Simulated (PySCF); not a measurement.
# CoF₃: relaxation and vibrations of the quintet

The task is one start of a wider search on CoF₃: the quintet, from a T-shaped start. It is relaxed, tested by its Hessian and followed downhill if it is a saddle.

Program: PySCF 2.14.0. Level of theory: PBE0, basis Co def2-TZVP, F def2-TZVP, no relativity, density fitting. These are calculated values, not measurements.

### 1 The system as given

4 atoms, charge 0, spin multiplicity 5.

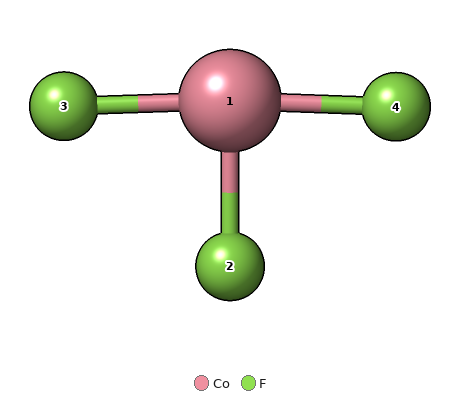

Start geometry, drawn with cobalt pink, fluorine green; atoms are numbered from 1 in the order of the file.

Z-matrix (Å, degrees; charge 0 multiplicity 5):
```
Co
F  1 1.7500
F  1 1.7500 2 88.00
F  1 1.7500 2 88.00 3 180.00
```

### 2 The SCF at the typed geometry

One driver script runs all steps and calls PySCF; scf.py shows how it sets up the SCF of each step. The optimiser is the driver's own. After this first run the driver tries any further starts and a stability analysis.

Input file scf.py:

```python
from pyscf import gto, scf, dft
mol = gto.M(atom='''
Co     0.000000     0.000000     0.000000
F      0.000000     0.000000     1.750000
F      1.748900     0.000000     0.061100
F     -1.748900     0.000000     0.061100''',
    basis={'Co': 'def2-TZVP', 'F': 'def2-TZVP'},
    charge=0, spin=4)
mf = dft.UKS(mol, xc='PBE0')
mf.grids.atom_grid = (50, 194)
aux = {'Co': 'def2-universal-JKFIT', 'F': 'def2-universal-JKFIT'}
mf = mf.density_fit(auxbasis=aux)
mf.conv_tol = 1e-08
mf.diis_space = 10
mf.max_cycle = 60
mf.init_guess = 'minao'
mf.verbose = 4
mf.kernel()
```

Launch:

```console
> OMP_NUM_THREADS=4 python axn.py task.json out
```

Output:

```text
init E= -1680.80705282512
[... the frontier-level lines of each cycle are left out ...]
cycle= 1 E= -1665.22083542332  delta_E= 15.6  |g|= 5.68  |ddm|= 8.83
cycle= 2 E= -1589.56144955987  delta_E= 75.7  |g|= 16.4  |ddm|= 14.4
cycle= 3 E= -1655.79712098081  delta_E= -66.2  |g|= 10.6  |ddm|= 7.52
cycle= 4 E= -1660.7541501524  delta_E= -4.96  |g|=  8.6  |ddm|= 3.05
cycle= 5 E= -1664.94613568087  delta_E= -4.19  |g|= 8.04  |ddm|= 2.86
cycle= 6 E= -1673.22039525106  delta_E= -8.27  |g|=  5.9  |ddm|= 4.06
cycle= 7 E= -1675.10926423521  delta_E= -1.89  |g|= 4.68  |ddm|= 1.47
cycle= 8 E= -1676.95084165893  delta_E= -1.84  |g|= 3.99  |ddm|= 1.44
cycle= 9 E= -1681.53787955376  delta_E= -4.59  |g|= 1.14  |ddm|= 1.67
cycle= 10 E= -1681.7630141541  delta_E= -0.225  |g|= 0.845  |ddm|= 0.642
cycle= 11 E= -1681.8418637354  delta_E= -0.0788  |g|= 0.572  |ddm|= 0.296
cycle= 12 E= -1681.93019643943  delta_E= -0.0883  |g|= 0.0611  |ddm|= 0.255
cycle= 13 E= -1681.9304741395  delta_E= -0.000278  |g|= 0.0502  |ddm|= 0.0372
cycle= 14 E= -1681.930999291  delta_E= -0.000525  |g|= 0.017  |ddm|= 0.0163
cycle= 15 E= -1681.93107621315  delta_E= -7.69e-05  |g|= 0.00611  |ddm|= 0.0107
cycle= 16 E= -1681.93108891094  delta_E= -1.27e-05  |g|= 0.00164  |ddm|= 0.00363
cycle= 17 E= -1681.93109044135  delta_E= -1.53e-06  |g|= 0.000415  |ddm|= 0.00166
cycle= 18 E= -1681.93109071876  delta_E= -2.77e-07  |g|= 0.000297  |ddm|= 0.00115
cycle= 19 E= -1681.93109075984  delta_E= -4.11e-08  |g|= 8.7e-05  |ddm|= 0.000269
cycle= 20 E= -1681.93109076787  delta_E= -8.02e-09  |g|= 3.64e-05  |ddm|= 0.000167
Extra cycle  E= -1681.93109076553  delta_E= 2.33e-09  |g|= 0.000111  |ddm|= 6.82e-05
converged SCF energy = -1681.93109076553  <S^2> = 6.0147839  2S+1 = 5.0059101
```

This step, with its further starts and checks, ran for 26 s (4 threads of Arm Neoverse V1, shared host).

Energies from each starting density:

```tsv
start	energy (Eh)
the minimal-basis guess	-1681.931091
a thermally smeared density	-1681.931091
a smeared PBE density	-1681.931091
```

The test of internal stability and the other starts found no lower solution of this spin.

### 3 T-shaped start, quintet: relaxation

The program finds C2v symmetry in the start, which this walk keeps.

Edit scf.py of step 2 so:

```diff
@@ -3,4 +3,4 @@
-Co     0.000000     0.000000     0.000000
-F      0.000000     0.000000     1.750000
-F      1.748900     0.000000     0.061100
-F     -1.748900     0.000000     0.061100''',
+Co     0.000000     0.000000    -0.306817
+F      0.000000     0.000000     1.443183
+F      1.748900     0.000000    -0.245717
+F     -1.748900     0.000000    -0.245717''',
@@ -16 +15,0 @@
-mf.init_guess = 'minao'
```

Energy and gradient, step by step:

```tsv
step	energy (Eh)	change (kJ/mol)	largest symmetric gradient (Eh/bohr)
0	-1681.931091	0.00	0.04399
1	-1681.948276	-45.12	0.03851
2	-1681.965792	-91.11	0.01919
3	-1681.972553	-108.86	0.01696
4	-1681.975318	-116.12	0.00222
5	-1681.975735	-117.21	0.00359
6	-1681.975795	-117.37	0.00104
7	-1681.975797	-117.38	0.00003
```

The walk took 30 s.

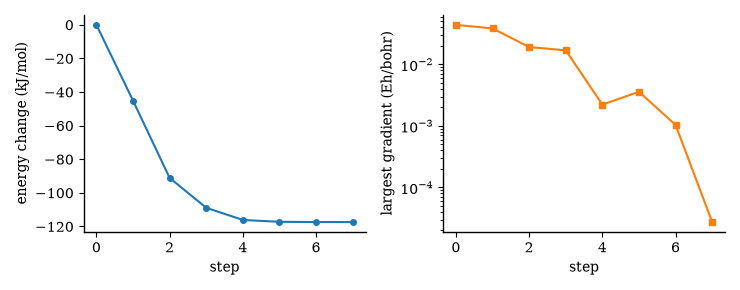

Energy and largest gradient along the walk.

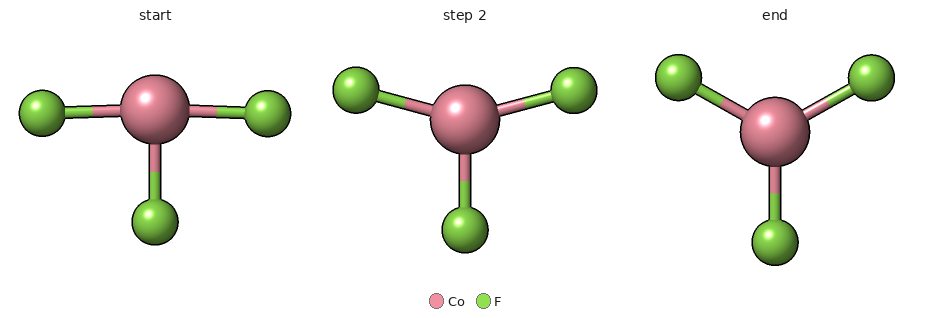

The geometry along the walk, at one scale.

It settles in D3h symmetry, 117.4 kJ/mol below the start, after 7 steps: Co–F 1.719 Å (×3); F–Co–F 119.4° (×2), F–Co–F 121.2°.

### 4 Hessian and properties

The point is checked on the finer grid, and tightened if its gradient asks for it. The Hessian and the dipole derivatives come from central differences of analytic gradients, with steps of 0.02 bohr.

Edit scf.py of step 3 so:

```diff
@@ -3,4 +3,4 @@
-Co     0.000000     0.000000    -0.306817
-F      0.000000     0.000000     1.443183
-F      1.748900     0.000000    -0.245717
-F     -1.748900     0.000000    -0.245717''',
+Co    -0.000000     0.000000    -0.000000
+F     -0.000000     0.000000     1.719047
+F      1.488739     0.000000    -0.859524
+F     -1.488739     0.000000    -0.859524''',
@@ -10 +10 @@
-mf.grids.atom_grid = (50, 194)
+mf.grids.atom_grid = (75, 302)
@@ -13 +13 @@
-mf.conv_tol = 1e-08
+mf.conv_tol = 1e-10
```

The driver hands on the density of the step before, so the log starts near convergence.

SCF at the final geometry:

```text
init E= -1681.97586275803
[... the frontier-level lines of each cycle are left out ...]
cycle= 1 E= -1681.97586275761  delta_E= 4.17e-10  |g|= 4.39e-05  |ddm|= 1.9e-05
cycle= 2 E= -1681.97586275266  delta_E= 4.95e-09  |g|= 0.00015  |ddm|= 6.43e-05
cycle= 3 E= -1681.97586275807  delta_E= -5.41e-09  |g|= 1.46e-06  |ddm|= 4.97e-05
cycle= 4 E= -1681.97586275807  delta_E= 2.73e-12  |g|= 2.05e-07  |ddm|= 6.87e-07
Extra cycle  E= -1681.97586275808  delta_E= -7.28e-12  |g|= 3.56e-07  |ddm|= 2.96e-07
converged SCF energy = -1681.97586275808  <S^2> = 6.0124711  2S+1 = 5.0049859
```

The whole step took 65 s.

Geometry: D3h; Co–F 1.719 Å (×3); F–Co–F 120.0° (×3).

Modes, for the most abundant isotopes:

```
symmetry  ω (cm⁻¹)  IR (km/mol)  μ (u)     type
      e'       152         28.7  21.45     bend
    a2''       156         48.2  28.49     bend
     a1'       664          0.0  19.00  stretch
      e'       740          318  24.32  stretch
```

μ is the mass of the mode for normalised Cartesian displacements, not the reduced mass of the usual diatomic formula.

All wavenumbers are real: a minimum.

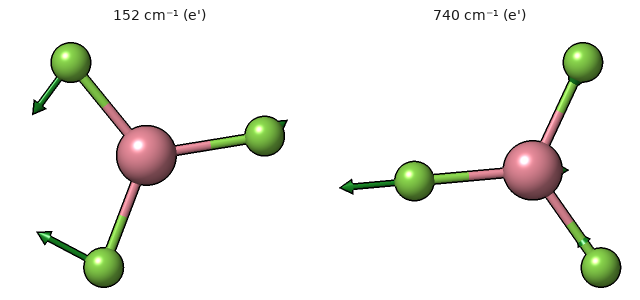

Displacements of 2 of the modes, as arrows (one member where a mode is degenerate).

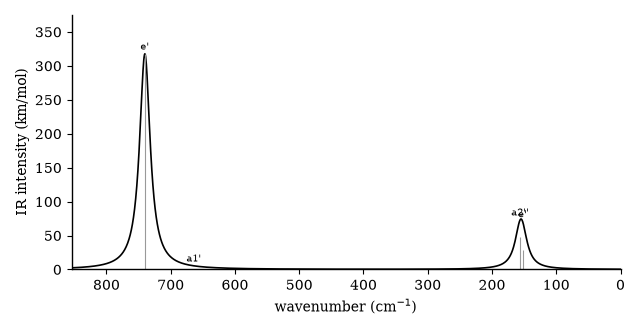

The harmonic infrared spectrum (widths in cm⁻¹). Lines are broadened to a width of 20 cm⁻¹ (Lorentzian).

Constants and moments:

```
Dipole moment                                                   : 0.00 D
Highest occupied level                                          : -11.19 eV
Lowest empty level                                              : -5.45 eV
Rotational constants                                            : 0.2002, 0.2002, 0.1001 cm⁻¹
Zero-point energy                                               : 15.6 kJ/mol
Principal polarisabilities                                      : 16.2, 32.4, 32.4 bohr³
Atomisation energy without zero-point energy                    : 1209 kJ/mol
Principal traceless quadrupole moments about the centre of mass : -3.92, -3.92, 7.83 D Å
Entropy at 298.15 K and 1 bar (electronic part: spin only)      : 309.9 J/(mol K)
Heat capacity Cp at 298.15 K                                    : 67.2 J/(mol K)
Enthalpy at 298.15 K above 0 K                                  : 15.78 kJ/mol
Rotational symmetry number                                      : 6
Spin squared ⟨S²⟩                                               : 6.012
```

Populations by atom (charges in e):

| atom | Mulliken | Löwdin | polar tensor | spin (Mulliken) | Mayer order to Co1 |
| --- | --- | --- | --- | --- | --- |
| Co1 | 1.35 | 0.70 | 1.83 | 3.12 | – |
| F2,3,4 | -0.45 | -0.23 | -0.61 | 0.29 | 0.90 |

Outer orbital energies (eV). α occupied: -13.31, -13.03, -13.03, -12.46, -12.14, -12.14, -11.19, -11.19; empty: -0.94, 1.53, 4.42, 4.84. β occupied: -13.83, -12.45, -12.45, -12.43, -12.43, -12.13, -11.61, -11.29; empty: -5.45, -5.45, -4.93, -4.93.

Mulliken populations on Co1: s 6.35, p 12.32, d 6.98, f 0.00.

### 5 Summary of results

```
                                          quantity                                      value
                                           minimum                               quintet, D3h
                                          geometry      Co–F 1.719 Å (×3); F–Co–F 120.0° (×3)
                                wavenumbers (cm⁻¹)  152 (e'), 156 (a2''), 664 (a1'), 740 (e')
                                     dipole moment                                     0.00 D
highest occupied, lowest empty level (either spin)                           -11.19, -5.45 eV
                        polar-tensor charge of Co1                                    +1.83 e
                                 zero-point energy                                15.6 kJ/mol
                               entropy at 298.15 K                            309.9 J/(mol K)
         atomisation energy (no zero-point energy)                                1209 kJ/mol
                                              ⟨S²⟩                                      6.012
```

What this shows: From C2v at the start the molecule goes to a D3h minimum. In the infrared the band at 740 cm⁻¹ (e', stretch) leads. Co1 has a polar-tensor charge of +1.8 e (a dipole derivative, not a static charge), yet symmetry cancels the bond dipoles. Most of the spin sits on Co1 (Mulliken spin 3.12, against 4 for the whole molecule). Other starts or spin states, not run here, may lie lower. Open d and f shells are described by one determinant, and the ground state may have another occupation or spin.

The search up to here took 2 min.
